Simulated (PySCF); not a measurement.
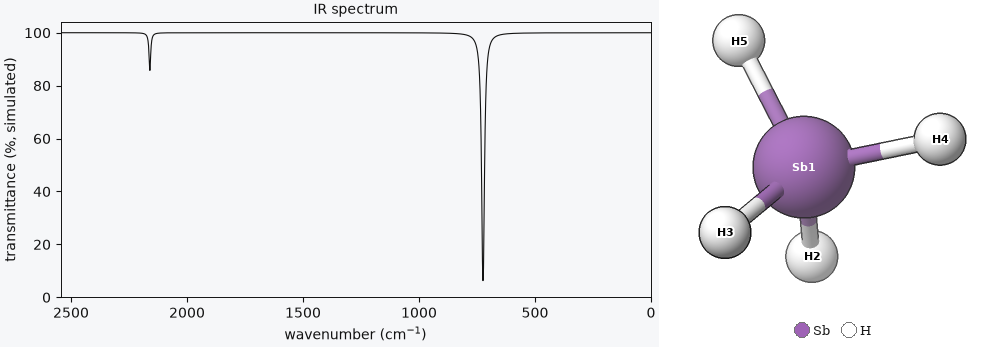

Infrared spectrum of SbH₄⁺, singlet (point group Td). Unscaled harmonic wavenumbers and double-harmonic intensities, PBE0/def2-TZVP (ECP) with PySCF, isolated molecule. The structure is the lowest of the points that a search from tetrahedral, square planar and see-saw starts found. Degenerate modes count as one line, with their intensities summed. Lorentzian lines of 8 cm⁻¹ full width. Close modes add up in the curve.

Question: Which modes are missing from the spectrum (below 0.05 km/mol)?

Answer: 830.1 cm⁻¹ (e) and 2122.4 cm⁻¹ (a1).

Question: List the modes.

Answer:
```
  cm⁻¹  km/mol  symmetry
 724.0    75.5   t2 (×3)
 830.1     0.0    e (×2)
2122.4     0.0        a1
2160.1     4.2   t2 (×3)
```
